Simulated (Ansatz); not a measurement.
## Relaxing SiC(10-10)/MgS(100) interface (76 atoms)

How does SiC(10-10)/MgS(100) interface (76 atoms) relax, and what do bonds, charges and levels look like afterwards?

Main program and level: Ansatz 0.2.0; Kohn-Sham DFT, PBE, PAW (set soft_2), plane waves.

## (1) Starting point

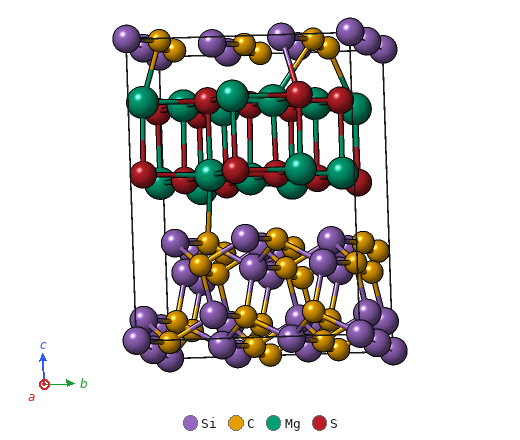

The cell as given, from the side, with the c axis up (silicon purple, carbon orange, magnesium teal, sulfur red). Bonds to atoms that aren't drawn are left out. Some periodic images of atoms are drawn too.

The cell holds 76 atoms: 24 Si, 24 C, 14 Mg and 14 S. Cell: a = 11.823 Å, b = 7.958 Å, c = 10.748 Å, α = 90.0°, β = 90.0°, γ = 98.0°. It derives from SiC and MgS. Wurtzite SiC(10-10), 2 repeat layers, 6 surface cells, strained -0.00 and +0.00 %; rock-salt MgS(100), 2 layers, 7 cells, +1.68 and -3.21 %; outer planes 2.43 Å apart and 2.15 Å at the second interface of the periodic stack; not relaxed, displaced by a Gaussian of 0.02 Å. Regions: SiC, 48 atoms (24 Si and 24 C); MgS, 28 atoms (14 Mg and 14 S).

Limits known from the start: The host structure and its lattice constant were typed by rule, without a check against the phase diagram.

## (2) Single point at the start

The forces at the start show how far the geometry lies from a minimum of this functional.

Input file input.yaml:

```yaml
crystal:
  lattice:
    - [11.8227, 0.0, 0.0]
    - [-1.10952, 7.88027, 0.0]
    - [0.0, 0.0, 10.74772]
  atoms:
    - { symbol: Si, position: [0.66589, 0.33604, 0.99843] }
    - { symbol: C, position: [0.7937, 0.46316, 0.08219] }
    - { symbol: Si, position: [0.9169, 0.33836, 0.08399] }
    - { symbol: C, position: [0.87493, 0.13036, 4.0e-05] }
    [... 66 atom lines left out ...]
    - { symbol: Mg, position: [0.9944, 0.4661, 0.80178] }
    - { symbol: S, position: [0.77828, 0.32284, 0.80124] }
    - { symbol: Mg, position: [0.77733, 0.32466, 0.55566] }
    - { symbol: S, position: [0.7121, 0.61033, 0.55793] }
    - { symbol: Mg, position: [0.70791, 0.60524, 0.80007] }
    - { symbol: S, position: [0.49145, 0.46972, 0.80153] }
kpoints:
  mp_grid: { grid: [1, 2, 1] }
hamiltonian:
  xc: pbe
scf:
  occupations: { method: gaussian, width: 0.025 }
output:
  forces: true
  stress: true
  populations: true
  dos:
    method: { smearing: { sigma: 0.15 } }
    de: 0.1
    projected:
      site_lists:
        C: [C]
        Mg: [Mg]
        S: [S]
        Si: [Si]
        SiC: [0, 1, 2, 3, 4, 5, 6, 7, 8, 9, 10, 11, 12, 13, 14, 15, 16, 17, 18, 19, 20, 21, 22, 23, 24, 25, 26, 27, 28, 29, 30, 31, 32, 33, 34, 35, 36, 37, 38, 39, 40, 41, 42, 43, 44, 45, 46, 47]
        MgS: [48, 49, 50, 51, 52, 53, 54, 55, 56, 57, 58, 59, 60, 61, 62, 63, 64, 65, 66, 67, 68, 69, 70, 71, 72, 73, 74, 75]
  eigenvalues: true
```

On the command line:

```sh
$ ansatz run input.yaml --threads 4 --pin off --max-ram 8192MiB --backend cpu --events-out ev --progress --plain --runs-dir out
```

The job ended after 15 s (4 threads of Intel Xeon Platinum 8488C (Sapphire Rapids), shared host; peak memory 2.9 GiB).

Read from the output:

| Property | Result |
| --- | --- |
| free energy | -60851.2340 eV |
| free energy per atom | -800.6741 eV/atom |
| SCF cycles | 10 |
| pressure | 3.423 GPa |
| r.m.s. force component | 1.048 eV/Å |
| longest force | 3.108 eV/Å |
| Fermi energy | 9.034 eV |
| levels partly filled by over 2 per cent | 3 |
| spilling of the projection | 0.01146 |

The r.m.s. force component of 1.0 eV/Å and the pressure of 3.4 GPa set the starting point.

Length of the force by element:

| element | coordination | atoms | mean length of the force (eV/Å) | spread | least | most |
| --- | --- | --- | --- | --- | --- | --- |
| C | all | 24 | 1.62 | 0.603 | 0.357 | 2.86 |
| Mg | all | 14 | 1.35 | 0.599 | 0.541 | 2.66 |
| S | all | 14 | 1.14 | 0.424 | 0.380 | 2.06 |
| Si | all | 24 | 2.23 | 0.574 | 0.898 | 3.11 |

## (3) Relaxation

The atoms are relaxed in the fixed cell, aiming at the force tolerance of the input.

input.yaml, the sections that differ from step 2:

```yaml
output:
  forces: true
relax:
  f_tol: 0.05
  max_steps: 200
# crystal, kpoints, hamiltonian, scf: as in step 2
```

The job ended after 63 s (4 threads; peak memory 3 GiB).

The steps of the relaxation:

| step | energy less that of the first step (eV) | largest force component (eV/Å) |
| --- | --- | --- |
| 1 | 0.0000 | 2.9299 |
| 2 | -7.3676 | 1.8121 |
| 3 | -10.6300 | 1.7701 |
| 4 | -11.8203 | 0.9780 |
| 5 | -12.3996 | 1.5381 |
| 6 | -12.6296 | 0.4105 |
| 7 | -12.4866 | 0.6585 |
| 8 | -12.6922 | 0.0629 |
| 9 | -12.6866 | 0.1103 |
| 10 | -12.7015 | 0.0301 |

Relaxation steps 7, 9 were tried and not accepted.

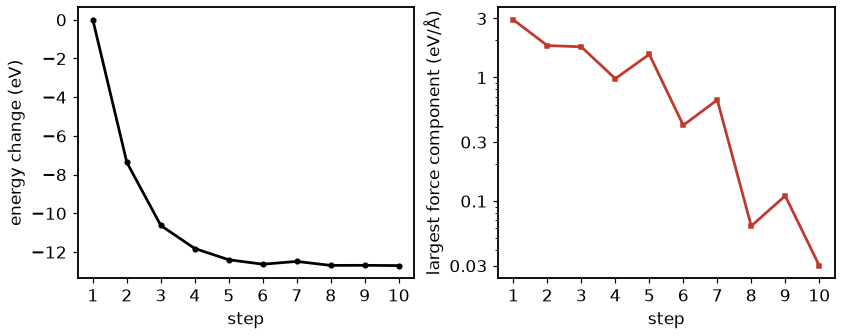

Energy and largest force along the relaxation.

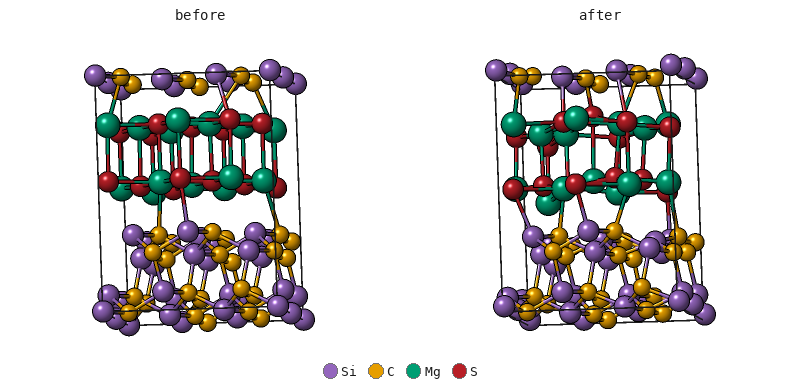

The structure before and after the relaxation, drawn at the same scale. Bonds to atoms that aren't drawn are left out.

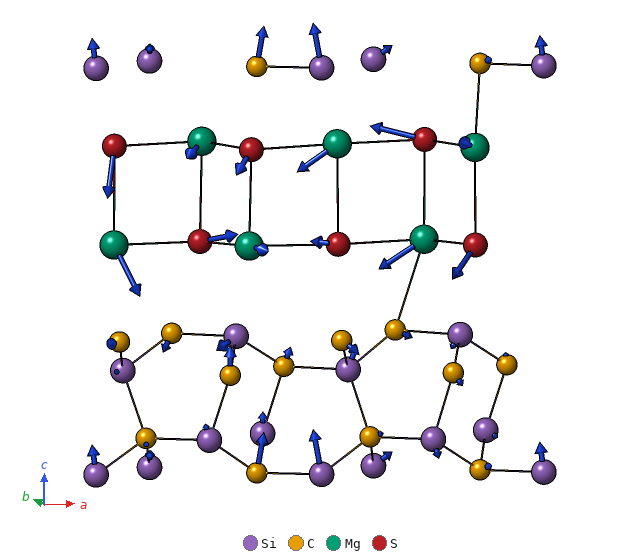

Displacements in the relaxation, exaggerated; the longest in the cell stands for 0.59 Å. Drawn is a slice 4 Å thick, seen along the normal of the ac plane. Bonds to atoms that aren't drawn are left out.

The atoms that moved most (Å):

| atom | dx | dy | dz | length |
| --- | --- | --- | --- | --- |
| Mg69 | 0.233 | -0.244 | -0.479 | 0.586 |
| S72 | -0.526 | 0.187 | 0.122 | 0.571 |
| S68 | -0.082 | -0.219 | -0.496 | 0.549 |
| Mg53 | 0.423 | -0.270 | -0.216 | 0.546 |
| Mg73 | -0.422 | 0.093 | -0.288 | 0.520 |
| S54 | 0.285 | -0.394 | -0.179 | 0.518 |
| S76 | -0.048 | 0.072 | 0.492 | 0.499 |
| Mg75 | -0.133 | 0.457 | -0.002 | 0.476 |

The relaxation changed the energy by -167 meV/atom, and atoms moved by 0.28 Å r.m.s., 0.59 Å at most.

## (4) Local order after relaxation

Density 2.90 g/cm³, 13.18 Å³ an atom.

g(r), total and by pair (bins of 0.2 Å):

| r (Å) | total | C-C | C-Si | C-Mg | C-S | Si-Si | Si-Mg |
| --- | --- | --- | --- | --- | --- | --- | --- |
| 1.70 | 0.40 | 0.00 | 1.99 | 0.00 | 0.00 | 0.00 | 0.00 |
| 1.90 | 2.91 | 0.00 | 14.39 | 0.00 | 0.36 | 0.00 | 0.00 |
| 2.10 | 0.19 | 0.00 | 0.49 | 0.50 | 0.00 | 0.00 | 0.00 |
| 2.30 | 0.29 | 0.00 | 0.00 | 0.71 | 0.00 | 0.00 | 0.00 |
| 2.50 | 0.80 | 0.00 | 0.00 | 0.40 | 0.00 | 0.00 | 0.00 |
| 2.70 | 0.46 | 0.00 | 0.00 | 0.33 | 0.00 | 0.18 | 0.33 |
| 2.90 | 1.02 | 2.06 | 0.00 | 0.15 | 0.70 | 4.39 | 0.86 |
| 3.10 | 3.03 | 13.49 | 1.05 | 0.48 | 0.59 | 10.96 | 1.11 |
| 3.30 | 1.00 | 0.39 | 1.15 | 0.66 | 1.40 | 0.66 | 0.98 |
| 3.50 | 1.52 | 0.00 | 4.13 | 0.79 | 1.07 | 0.00 | 0.77 |
| 3.70 | 1.16 | 0.00 | 2.53 | 0.61 | 0.78 | 0.00 | 0.86 |
| 3.90 | 0.48 | 0.00 | 0.00 | 0.84 | 0.31 | 0.27 | 0.84 |
| 4.10 | 0.53 | 0.41 | 0.00 | 1.06 | 0.71 | 0.57 | 0.29 |
| 4.30 | 0.96 | 1.41 | 1.34 | 0.38 | 0.39 | 1.25 | 0.45 |
| 4.50 | 1.07 | 0.84 | 2.62 | 0.77 | 0.53 | 0.63 | 0.58 |
| 4.70 | 0.94 | 0.00 | 3.26 | 0.59 | 0.48 | 0.00 | 0.48 |
| 4.90 | 0.67 | 0.40 | 0.35 | 0.89 | 1.03 | 0.62 | 0.54 |
| 5.10 | 0.89 | 1.65 | 0.03 | 0.82 | 0.69 | 1.96 | 0.95 |
| 5.30 | 1.25 | 3.55 | 0.10 | 0.68 | 1.00 | 3.21 | 1.09 |
| 5.50 | 0.94 | 0.47 | 0.86 | 0.94 | 1.14 | 0.33 | 1.29 |
| 5.70 | 1.17 | 0.58 | 0.85 | 1.38 | 1.21 | 1.01 | 1.47 |
| 5.90 | 1.25 | 2.82 | 0.71 | 0.95 | 1.16 | 2.15 | 0.92 |
| 6.10 | 1.30 | 1.15 | 1.11 | 1.62 | 1.24 | 1.38 | 1.25 |
| 6.30 | 1.11 | 0.14 | 1.46 | 1.44 | 1.31 | 0.18 | 1.25 |
| 6.50 | 0.90 | 0.00 | 1.30 | 1.35 | 1.16 | 0.00 | 1.17 |
| 6.70 | 0.74 | 0.00 | 0.47 | 1.21 | 1.38 | 0.00 | 1.06 |
| 6.90 | 0.90 | 0.67 | 0.96 | 0.95 | 1.18 | 0.67 | 1.40 |
| 7.10 | 0.72 | 0.11 | 0.48 | 1.31 | 0.99 | 0.35 | 0.98 |

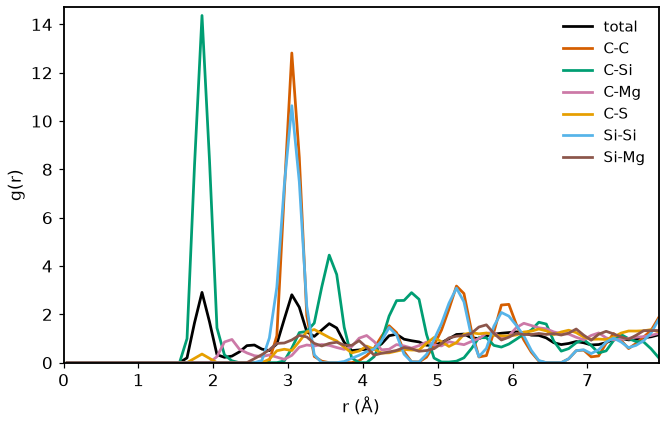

Pair distribution functions, lightly smoothed.

## (5) Single point at the relaxed geometry

One more single point at the end of the walk gives the fuller output and checks the residual forces.

Input file input.yaml:

```yaml
crystal:
  lattice:
    - [11.8227, 0.0, 0.0]
    - [-1.10952, 7.88027, 0.0]
    - [0.0, 0.0, 10.74772]
  atoms:
    - { symbol: Si, position: [0.67745, 0.33944, 0.00725] }
    - { symbol: C, position: [0.79987, 0.46308, 0.08559] }
    - { symbol: Si, position: [0.92073, 0.33319, 0.08123] }
    - { symbol: C, position: [0.87955, 0.12274, 0.00293] }
    [... 66 atom lines left out ...]
    - { symbol: Mg, position: [0.02198, 0.46161, 0.80764] }
    - { symbol: S, position: [0.73604, 0.34659, 0.81256] }
    - { symbol: Mg, position: [0.74274, 0.33646, 0.52883] }
    - { symbol: S, position: [0.69945, 0.62551, 0.57147] }
    - { symbol: Mg, position: [0.70206, 0.66317, 0.79986] }
    - { symbol: S, position: [0.48828, 0.4788, 0.84728] }
kpoints:
  mp_grid: { grid: [1, 2, 1] }
hamiltonian:
  xc: pbe
scf:
  occupations: { method: gaussian, width: 0.025 }
output:
  forces: true
  stress: true
  populations: true
  dos:
    method: { smearing: { sigma: 0.1 } }
    de: 0.1
    projected:
      site_lists:
        C: [C]
        Mg: [Mg]
        S: [S]
        Si: [Si]
        SiC: [0, 1, 2, 3, 4, 5, 6, 7, 8, 9, 10, 11, 12, 13, 14, 15, 16, 17, 18, 19, 20, 21, 22, 23, 24, 25, 26, 27, 28, 29, 30, 31, 32, 33, 34, 35, 36, 37, 38, 39, 40, 41, 42, 43, 44, 45, 46, 47]
        MgS: [48, 49, 50, 51, 52, 53, 54, 55, 56, 57, 58, 59, 60, 61, 62, 63, 64, 65, 66, 67, 68, 69, 70, 71, 72, 73, 74, 75]
  eigenvalues: true
  write_density: true
  write_potential: true
  volumetric_format: npy
```

The job ended after 14 s (4 threads; peak memory 2.9 GiB; 52 s of CPU time).

Numbers from this run:

- free energy: -60863.9355 eV
- free energy per atom: -800.8413 eV/atom
- SCF cycles: 8
- pressure: 7.295 GPa
- r.m.s. force component: 0.00811 eV/Å
- longest force: 0.03298 eV/Å
- Fermi energy: 9.191 eV
- gap (highest filled to lowest empty level): 0.3378 eV
- spilling of the projection: 0.01101

Löwdin charges by element (they lack the spilled electrons, 0.060 e an atom on average):

| element | coordination | atoms | mean charge (e) | spread | least | most |
| --- | --- | --- | --- | --- | --- | --- |
| C | all | 24 | -1.05 | 0.097 | -1.21 | -0.812 |
| Mg | all | 14 | 1.46 | 0.0178 | 1.42 | 1.48 |
| S | all | 14 | -1.02 | 0.198 | -1.23 | -0.535 |
| Si | all | 24 | 0.982 | 0.122 | 0.602 | 1.08 |

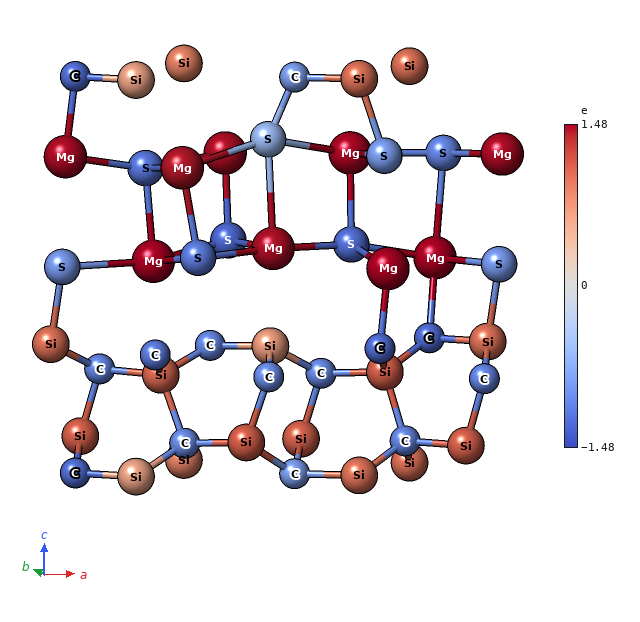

Atoms coloured by Löwdin charge. Drawn is a slice 4 Å thick, seen along the normal of the ac plane. Bonds to atoms that aren't drawn are left out.

By region:

| region | atoms | mean length of the force (eV/Å) |
| --- | --- | --- |
| SiC | 48 | 0.01 |
| MgS | 28 | 0.016 |

Density of states as counts of states in windows of 1 eV (from the Fermi level), total and the larger projections:

| from (eV) | to (eV) | total | SiC | C p | MgS | S p | Si p | Si s |
| --- | --- | --- | --- | --- | --- | --- | --- | --- |
| -10 | -9 | 3.0 | 2.8 | 1.4 | 0.1 | 0.1 | 0.5 | 0.8 |
| -9 | -8 | 18.0 | 16.8 | 8.3 | 1.1 | 0.8 | 2.5 | 5.0 |
| -8 | -7 | 11.5 | 10.3 | 4.9 | 1.1 | 0.8 | 2.4 | 1.7 |
| -7 | -6 | 19.9 | 15.4 | 7.9 | 4.4 | 3.4 | 4.8 | 1.5 |
| -6 | -5 | 34.8 | 19.1 | 10.5 | 15.4 | 12.8 | 6.1 | 1.3 |
| -5 | -4 | 32.3 | 20.0 | 12.3 | 11.8 | 10.6 | 6.1 | 0.9 |
| -4 | -3 | 40.0 | 22.0 | 15.0 | 17.1 | 16.4 | 5.8 | 0.5 |
| -3 | -2 | 40.1 | 19.8 | 14.8 | 19.3 | 18.7 | 4.4 | 0.3 |
| -2 | -1 | 21.7 | 13.6 | 11.1 | 7.3 | 7.0 | 1.8 | 0.2 |
| -1 | 0 | 6.6 | 4.5 | 2.9 | 1.8 | 1.5 | 1.2 | 0.2 |
| 0 | 1 | 6.7 | 4.8 | 1.4 | 1.2 | 0.7 | 2.8 | 0.5 |
| 1 | 2 | 11.4 | 6.7 | 2.0 | 3.2 | 1.2 | 3.5 | 0.8 |
| 2 | 3 | 18.7 | 8.7 | 1.8 | 5.0 | 1.3 | 4.6 | 1.2 |
| 3 | 4 | 28.7 | 14.2 | 2.6 | 5.3 | 1.4 | 7.3 | 2.0 |
| 4 | 5 | 32.6 | 14.9 | 3.1 | 4.3 | 1.2 | 7.7 | 2.2 |

Between -26 and -10 eV lie 76 more states.

The stored curve holds about 304 of the 416 electrons; the rest, give or take the few that broadening carries across the Fermi level, lie in deeper levels below its range.

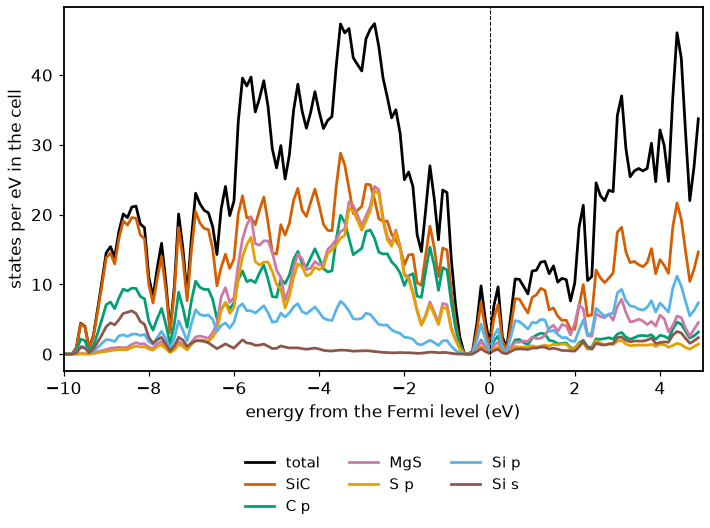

Total and projected density of states, with the broadening of the input.

The levels nearest the highest filled one (over half full), pooled over k-points and spins:

| level less the highest filled one (eV) | occupation |
| --- | --- |
| -0.840 | 2 |
| -0.787 | 2 |
| -0.766 | 2 |
| -0.625 | 2 |
| -0.0539 | 2 |
| 0 | 2 |
| 0.338 | 0 |
| 0.340 | 0 |
| 0.724 | 0 |
| 0.791 | 0 |
| 0.897 | 0 |
| 0.979 | 0 |

Planar average of the electrostatic potential energy along the normal, with the Fermi level as zero, after a running mean with a triangular window 4 Å wide at its base:

| height (Å) | potential energy (eV) |
| --- | --- |
| 0.0 | -8.14 |
| 0.4 | -9.06 |
| 0.9 | -9.36 |
| 1.3 | -9.11 |
| 1.6 | -8.91 |
| 2.1 | -8.92 |
| 2.5 | -9.19 |
| 3.0 | -9.16 |
| 3.4 | -8.50 |
| 3.9 | -7.35 |
| 4.2 | -6.55 |
| 4.6 | -5.70 |
| 5.1 | -5.48 |
| 5.5 | -5.66 |
| 6.0 | -5.64 |
| 6.4 | -5.20 |
| 6.7 | -4.88 |
| 7.2 | -4.65 |
| 7.6 | -4.81 |
| 8.1 | -5.30 |
| 8.5 | -5.71 |
| 9.0 | -5.71 |
| 9.3 | -5.61 |
| 9.7 | -5.78 |
| 10.2 | -6.55 |
| 10.6 | -7.74 |

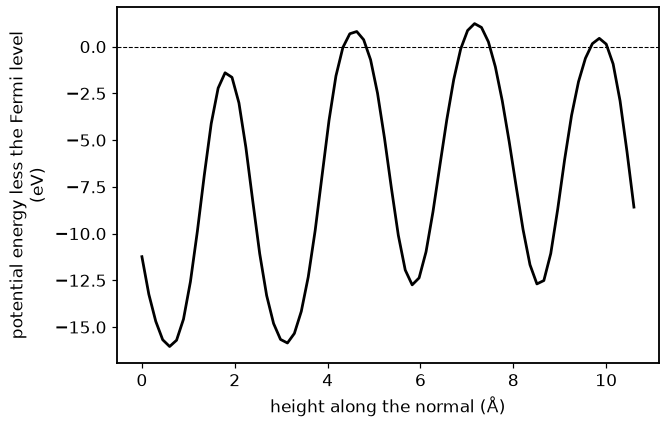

Planar average of the electrostatic potential energy; the dashed line is the Fermi level.

Mean Löwdin charges: C -1.05, Mg +1.46, S -1.02, Si +0.98 e (they miss 1.1 % of the electrons, so they add up to more than the cell's charge). Within 0.4 eV of the Fermi level the largest share is Si p (44 % of the projected weight).

1 further run on a deliberately doubtful input is not shown.

## (6) Results

```
energy change in the relaxation                      : -167.1 meV/atom
r.m.s. displacement                                  : 0.28 Å
largest displacement                                 : 0.586 Å
free energy per atom                                 : -800.8413 eV/atom
density                                              : 2.904 g/cm³
pressure                                             : 7.295 GPa
r.m.s. force component                               : 0.00811 eV/Å
gap (highest filled to lowest empty level)     : 0.3378 eV
wall time of the 4 DFT runs, those left out included : 2.3 min
```

Relaxation lowers the energy by 167 meV/atom and moves atoms by 0.28 Å r.m.s.; the r.m.s. force component goes from 1.0 to 0.0081 eV/Å, the pressure goes from 3.4 to 7.3 GPa. From the first step to the last the energy fell by 12.702 eV, and the largest move was 0.59 Å (Mg69). The highest filled and lowest empty levels differ by 0.338 eV on the run's k-points; the mesh holds the band edges only if they fold onto it, so the gap at this level can be narrower or closed, while semilocal functionals tend to narrow gaps against experiment.

Caveats: The pressure of 7.3 GPa says that the cell would expand at this level of theory.

[Logs are printed without paths, hosts, clocks, repeated set-up lines and the standing remarks that a program may print on its own settings, such as how far it seeks lower states.]

[Hosts, paths, dates, database ids (printed as entryN), source tags and the programs' standing remarks are cut or masked in the printed files.]
